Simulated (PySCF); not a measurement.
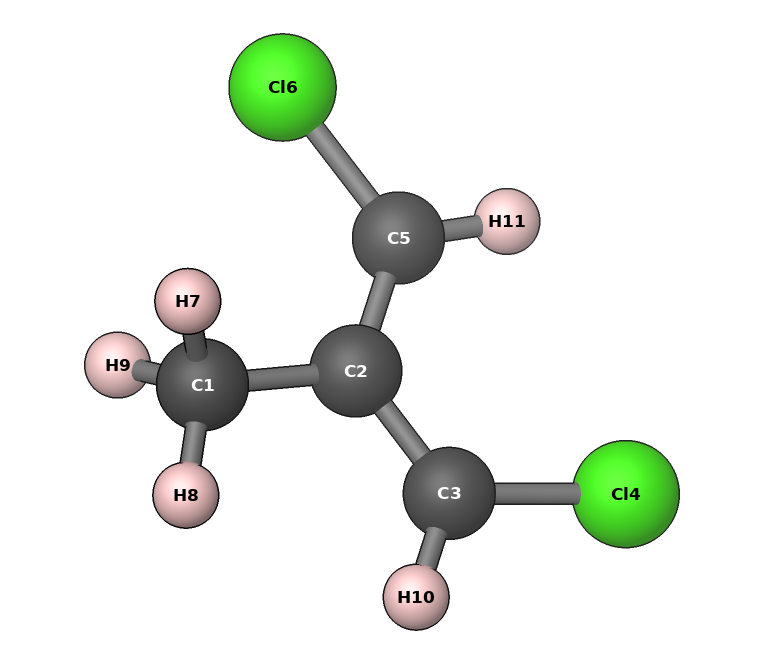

State: neutral, doublet. The geometry was computed by an optimisation with GFN2-xTB. No frequency run is at hand to confirm it as a minimum. Computed with UKS B3LYP, pcH-1 on C Cl H, non-relativistic (PySCF 2.14.0). Fermi-contact and spin-dipolar terms alone, no spin-orbit part.

**Which nucleus has the largest dipolar (anisotropic) hyperfine coupling?**

13C at C5: principal values −51.4, −50.0, 101.4 MHz.

List the isotropic and dipolar parts for the most strongly coupled nuclei, one of each equivalent set.

```json
{"atom": "C5", "isotope": "13C", "a_iso (MHz)": "61.3", "dipolar part (MHz)": "−51.4, −50.0, 101.4"}
{"atom": "C3", "isotope": "13C", "a_iso (MHz)": "62.1", "dipolar part (MHz)": "−51.2, −49.1, 100.3"}
{"atom": "Cl6", "isotope": "35Cl", "a_iso (MHz)": "4.1", "dipolar part (MHz)": "−22.6, −15.2, 37.8"}
{"atom": "Cl4", "isotope": "35Cl", "a_iso (MHz)": "2.7", "dipolar part (MHz)": "−17.7, −10.8, 28.5"}
{"atom": "C2", "isotope": "13C", "a_iso (MHz)": "−46.8", "dipolar part (MHz)": "−28.5, 11.8, 16.8"}
{"atom": "H10", "isotope": "1H", "a_iso (MHz)": "−42.0", "dipolar part (MHz)": "−23.9, −0.9, 24.8"}
{"atom": "H11", "isotope": "1H", "a_iso (MHz)": "−41.2", "dipolar part (MHz)": "−20.6, −2.1, 22.8"}
{"atom": "H8", "isotope": "1H", "a_iso (MHz)": "−2.1", "dipolar part (MHz)": "−2.1, −1.7, 3.8"}
```
